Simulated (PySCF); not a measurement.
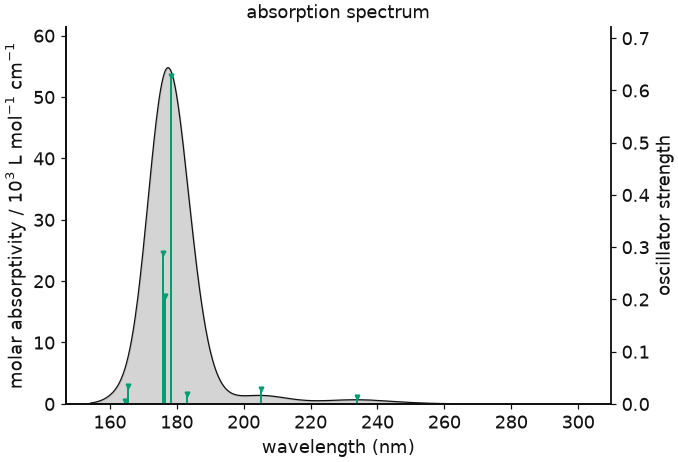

Vertical TDDFT excitations, CAM-B3LYP/def2-SVPD with PySCF, at a PBE0-D3(BJ)/def2-SVP geometry (no frequency check), gas phase. The lowest 10 singlet states are shown; each is broadened by a Gaussian of 1/e half-width 0.33 eV. Sticks give oscillator strengths (right axis). States within 0.01 eV of each other are merged, with their strengths summed. The highest state may be half of a pair whose partner wasn't computed.

Which molecule gives this spectrum?
A. C₈H₉FO, SMILES COCc1ccc(F)cc1
B. C₃H₁₃PSi₃, SMILES C=C(C)[SiH2]P([SiH3])[SiH3]
C. C₆H₈F₂GaN, SMILES FC(F)c1cccc[n+]1[GaH3-], singlet

Option A. Its lowest singlet lies at 5.30 eV (f = 0.014) and the brightest of those computed is S4/S5 at 6.95 eV (178 nm), f = 0.627, mainly HOMO−1/HOMO → LUMO/LUMO+2.

Note: one conformer of a flexible molecule; core orbitals are frozen in the response.
